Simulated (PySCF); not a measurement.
# C4H7FO: the cost of one run

The runs use PySCF 2.14.0, with density-fitted response routines of our own; the level of theory stands in each step. All values are computed, except where a source is named. Atoms are numbered from 0 throughout.

## Step 1: Starting geometry

13 atoms, charge 0, multiplicity 1; geometry from: PBE0-D3(BJ)/def2-SVP.

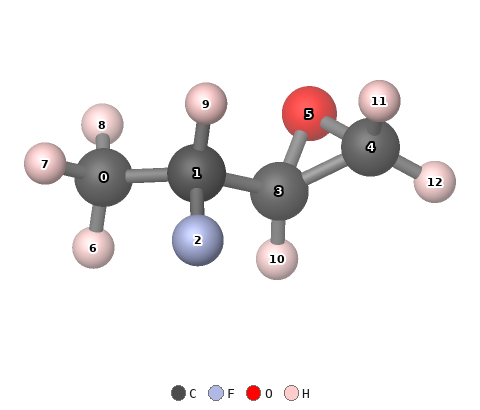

The starting geometry (carbon dark grey, fluorine light blue, oxygen red, hydrogen pink), atoms numbered.

## Step 2: Shielding tensors: HF/pcSseg-1

Job settings and geometry (Å):

```
{"job": {"kind": "nmr", "xc": "HF", "basis": "pcSseg-1", "pop": false}, "charge": 0, "multiplicity": 1}
C     -1.878834    -0.963617    -0.281332
C     -0.852601     0.137000    -0.185015
F     -1.101000     0.900571     0.938946
C      0.556249    -0.386190    -0.090323
C      1.682417     0.360939    -0.643950
O      1.146249    -0.761485    -1.312897
H     -1.833299    -1.606724     0.610994
H     -2.891811    -0.543899    -0.356674
H     -1.683739    -1.579890    -1.171561
H     -0.915162     0.797425    -1.068645
H      0.737408    -1.071101     0.751676
H      1.502507     1.332837    -1.121653
H      2.682991     0.227008    -0.214126
```

Level: GIAO HF/pcSseg-1 NMR shielding, non-relativistic, gas phase.

The run is started by

```sh
$ OMP_NUM_THREADS=1 python probes_run.py task.json out
```

One launch serves the whole session: the jobs run in the order shown.

**Question.** How long does this first job take on 1 thread of Arm Neoverse V1, shared host, and how much memory does it need?

About 4.6 s, with a peak of 0.68 GiB.
